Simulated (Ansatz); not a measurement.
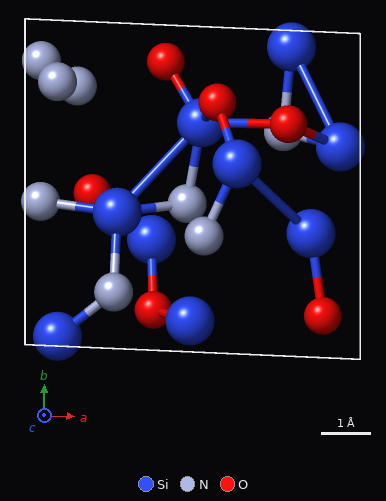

Starting frame of a dynamics run of an amorphous cell of composition Si9N8O6 (23 atoms in the cell). It starts from the last geometry of an earlier run, with fresh velocities. A ball-and-stick model of the simulation cell, seen along the c axis. Bonds to atoms that aren't drawn are left out.

Theory: DFT PBE, scalar-relativistic, plane waves, PAW in Ansatz.

Input
```yaml
crystal:
  lattice:
    - [6.949431, -0.148323, -0.050825]
    - [-0.148323, 6.749033, -0.161931]
    - [-0.050825, -0.161931, 6.61157]
  atoms:
    - { symbol: Si, position: [0.84881291, 0.3755755509, 0.6915851157] }
    - { symbol: Si, position: [0.2710724762, 0.4147993332, 0.5598942924] }
    - { symbol: Si, position: [0.0930191704, 0.0259222219, 0.5519509964] }
    - { symbol: Si, position: [0.6282403255, 0.5791992131, 0.9523819011] }
    - { symbol: Si, position: [0.3733277066, 0.3356489234, 0.0854367795] }
    - { symbol: Si, position: [0.5224257304, 0.7011300472, 0.5476890011] }
    - { symbol: Si, position: [0.4880373273, 0.0909767657, 0.4001945039] }
    - { symbol: Si, position: [0.9364312928, 0.6452554383, 0.3815737228] }
    - { symbol: Si, position: [0.7906896691, 0.9454874263, 0.2354501327] }
    - { symbol: "N", position: [0.1522475718, 0.7968309357, 0.7983020018] }
    - { symbol: "N", position: [0.5298117191, 0.3533770239, 0.9034036113] }
    - { symbol: "N", position: [0.7662557612, 0.6845383096, 0.1852095635] }
    - { symbol: "N", position: [0.0424262649, 0.437698983, 0.4743376802] }
    - { symbol: "N", position: [0.2603804587, 0.1691777097, 0.6282237708] }
    - { symbol: "N", position: [0.4795645104, 0.4508161775, 0.4610616816] }
    - { symbol: "N", position: [0.0448641792, 0.8701220509, 0.3436988676] }
    - { symbol: "N", position: [0.0928972367, 0.8073112933, 0.950450392] }
    - { symbol: O, position: [0.1971865172, 0.4704386783, 0.0363353628] }
    - { symbol: O, position: [0.4160731653, 0.883500691, 0.471819932] }
    - { symbol: O, position: [0.379207215, 0.1196966052, 0.1937714177] }
    - { symbol: O, position: [0.5697398365, 0.7655104696, 0.8124878408] }
    - { symbol: O, position: [0.8840850194, 0.1242188524, 0.6845408751] }
    - { symbol: O, position: [0.7813182694, 0.7082161931, 0.5612353289] }
  symmetry: { detect: false }
basis:
  ecutwfc: 420
  xc_grid: 1
kpoints:
  mp_grid: { grid: [1, 1, 1], shift: [0.0, 0.0, 0.0] }
hamiltonian:
  xc: pbe
scf:
  occupations: { method: fermi_dirac, width: 0.131 }
  lower_state_search: "off"
  convergence: { dr2_threshold: 1.0e-05 }
output:
  forces: true
  stress: true
md:
  timestep: 2.0
  n_steps: 200
  ensemble: nvt_langevin
  friction: 0.015
  temperature: 1520.0
  initial_velocities: maxwell_boltzmann
  seed: 87929
```

Command:
```bash
ansatz run input.yaml --threads 2 --pin off --max-ram 5120MiB --backend cpu --events-out ev --progress --plain --runs-dir out
```

What does the trajectory do?

Answer. The mean temperature in the second half is 1522 K (standard deviation 156 K). The potential energy in the second half lies on average 302 meV per atom below the first frame. The mean pressure there is 0.0 GPa. In the second half of the run the atoms are, in the root-mean-square, this far from where they began (common drift taken out): O 1.00 Å, N 0.76 Å, Si 0.58 Å. Against the typical shortest distance between atoms in the first frame, about 1.6 Å these are large excursions, but over 400 fs one can't yet tell strong vibration from the start of diffusion. 3 of the 23 free atoms end more than three quarters of that spacing from the start. Bond changes: 2 O–Si bonds form between 86 fs and 112 fs; 2 N–Si bonds form between 114 fs and 118 fs; one Si–Si bond forms at about 118 fs; one N–Si bond breaks at about 290 fs.

Along the run (each row but the first and the last is the mean over the interval that it begins):

```csv
time (fs),potential energy (meV/atom),T (K),p (GPa)
0.0,0.0,1454,6.8
40.0,-125.2,1717,4.6
80.0,-221.6,2098,0.9
120.0,-278.1,1906,-1.2
160.0,-257.2,1520,-1.8
200.0,-299.9,1495,-1.6
240.0,-320.0,1551,0.1
280.0,-281.5,1465,0.9
320.0,-307.0,1509,2.3
360.0,-300.5,1586,-1.4
400.0,-285.9,1624,-4.7
```

The paths of the atoms:

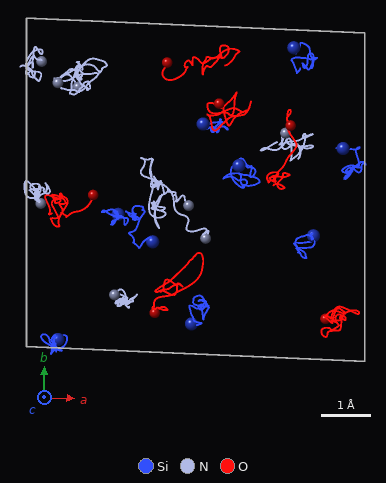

Limits of the set-up: the periodic images lie only 6.6 Å apart, so the values are limited by the cell's size.

The run took 2.6 min on 2 threads of Arm Neoverse V2, on a shared host, peak memory 0.38 GiB.
